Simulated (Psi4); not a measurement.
**[PH2]− (phosphanide) at r2SCAN/def2-SVPD (sweep point 2)**

Aim: the energy change on altering one bond length of [PH2]− (phosphanide) at r2SCAN/def2-SVPD (sweep point 2), from 2 runs. 

The calculation is run with Psi4 1.11.

### Step 1. The system as given

[PH2]−: 3 atoms, total charge -1, spin state singlet. As SMILES, `[PH2-]`. Geometry: relaxed at GFN2-xTB.

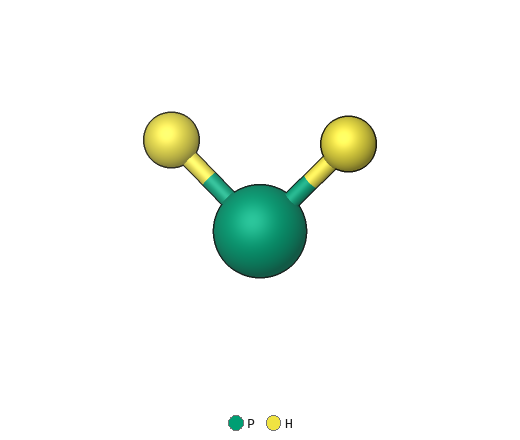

Viewed from a chosen angle; phosphorus teal, hydrogen yellow.

### Step 2. The energy at r2SCAN/def2-SVPD (sweep point 2)

Input file h2p.inp:

```
memory 1600 MB

molecule {
  -1 1
  P      0.498920    -0.293580     0.245050
  H      0.105590     0.990220     0.165130
  H     -0.604500    -0.696650    -0.410180
  symmetry c1
}

set globals {
  puream               true
  scf_type             pk
  dft_radial_points    99
  dft_spherical_points 590
}

E = energy('r2scan/def2-SVPD')
```

Command:

```console
$ psi4 -n 1 h2p.inp h2p.out
```

h2p.out:

```text
[...]
  Running in c1 symmetry.
[...]
  Nuclear repulsion =   12.078193179372084
[...]
  Multiplicity = 1
[...]
  Nalpha       = 9
  Nbeta        = 9
[...]
    Number of basis functions: 40
[...]
   @RKS iter   1:  -342.25805226503587   -1.16463e-01   1.01244e-02 ADIIS/DIIS
[...]
   @RKS iter   7:  -342.38809625553296   -9.47995e-09   2.41148e-07 DIIS
[...]
    Orbital Energies [Eh]
    ---------------------
    Doubly Occupied:
       1A    -76.431435     2A     -6.160455     3A     -4.310690
       4A     -4.307856     5A     -4.302828     6A     -0.309535
       7A     -0.092169     8A     -0.001271     9A      0.091899
[...]
  @RKS Final Energy:  -342.38809625553296
   => Energetics <=
    Nuclear Repulsion Energy =             12.0781931793720840
    One-Electron Energy =                -501.9144108952864372
    Two-Electron Energy =                 171.6119212435212376
    DFT Exchange-Correlation Energy =     -24.1637997831398295
    Empirical Dispersion Energy =           0.0000000000000000
    VV10 Nonlocal Energy =                  0.0000000000000000
    Total Energy =                       -342.3880962555329575
[...]
 Multipole Moments:
 ------------------------------------------------------------------------------------
     Multipole            Electronic (a.u.)      Nuclear  (a.u.)        Total (a.u.)
 ------------------------------------------------------------------------------------
 L = 1.  Multiply by 2.5417464519 to convert [e a0] to [Debye]
 Dipole X            :          1.4170203           -1.5127552           -0.0957350
 Dipole Y            :         -0.7526204            0.8035019            0.0508815
 Dipole Z            :          0.0000000            0.0000000            0.0000000
 Magnitude           :                                                    0.1084164
[...]
```

It took 5.7 s on 1 thread of Intel Xeon Platinum 8488C (Sapphire Rapids), shared host; peak memory 0.7 GiB.

### Step 3. The distorted shape, same level

Input file input.in:

```
memory 1.6 GB

molecule geom {
  -1 1
  P      1.050656    -0.092036     0.572680
  H      0.657326     1.191764     0.492760
  H     -0.604500    -0.696650    -0.410180
  units angstrom
  symmetry c1
}

set {
  reference rks
  puream true
  scf_type pk
  dft_radial_points 99
  dft_spherical_points 590
}

energy("r2scan/def2-SVPD")
```

Command:

```console
$ psi4 input.in input.out -n 1
```

input.out:

```text
[...]
  Running in c1 symmetry.
[...]
  Nuclear repulsion =   10.051782345975223
[...]
  Multiplicity = 1
[...]
  Nalpha       = 9
  Nbeta        = 9
[...]
    Number of basis functions: 40
[...]
   @RKS iter   1:  -342.21454747319791   -2.37499e-01   9.84857e-03 ADIIS/DIIS
[...]
   @RKS iter   9:  -342.34364905861696   -2.94312e-09   2.05241e-07 DIIS
[...]
    Orbital Energies [Eh]
    ---------------------
    Doubly Occupied:
       1A    -76.478127     2A     -6.200490     3A     -4.353214
       4A     -4.348010     5A     -4.341408     6A     -0.294263
       7A     -0.064422     8A     -0.014549     9A      0.080160
[...]
  @RKS Final Energy:  -342.34364905861696
   => Energetics <=
    Nuclear Repulsion Energy =             10.0517823459752229
    One-Electron Energy =                -497.4694002588267381
    Two-Electron Energy =                 169.1155648550828232
    DFT Exchange-Correlation Energy =     -24.0415960008482266
    Empirical Dispersion Energy =           0.0000000000000000
    VV10 Nonlocal Energy =                  0.0000000000000000
    Total Energy =                       -342.3436490586169612
[...]
 Multipole Moments:
 ------------------------------------------------------------------------------------
     Multipole            Electronic (a.u.)      Nuclear  (a.u.)        Total (a.u.)
 ------------------------------------------------------------------------------------
 L = 1.  Multiply by 2.5417464519 to convert [e a0] to [Debye]
 Dipole X            :          2.7296832           -2.0953379            0.6343453
 Dipole Y            :         -0.3202409            0.6196306            0.2993897
 Dipole Z            :          0.0000000            0.0000000            0.0000000
 Magnitude           :                                                    0.7014472
[...]
```

Wall time 6.9 s (1 thread of Intel Xeon Platinum 8488C (Sapphire Rapids), shared host); peak memory 0.69 GiB.

### Step 4. Outcome

Level: r2SCAN/def2-SVPD (sweep point 2).

| quantity | value |
| --- | --- |
| first shape: total energy | -342.38810 Eh |
| first shape: HOMO energy | 2.50 eV |
| first shape: LUMO energy | 6.60 eV |
| first shape: HOMO–LUMO gap (to an unbound level, set by the basis) | 4.10 eV |
| distorted shape: total energy | -342.34365 Eh |
| distorted shape: HOMO energy | 2.18 eV |
| distorted shape: LUMO energy | 4.14 eV |
| distorted shape: HOMO–LUMO gap (to an unbound level, set by the basis) | 1.96 eV |
| energy change with the P1–H3 bond stretched from 1.345 to 2.018 Å | 1.209 eV |

In words: With the P1–H3 bond stretched from 1.345 to 2.018 Å the energy rises by 1.21 eV (117 kJ/mol). The first shape isn't relaxed at this level, so the change isn't measured from a minimum. The HOMO (first shape) lies at positive energy, 2.50 eV, as semi-local functionals often give for anions; only total energies tell whether the electron is bound. The HOMO (distorted shape) lies at positive energy, 2.18 eV, as semi-local functionals often give for anions; only total energies tell whether the electron is bound.
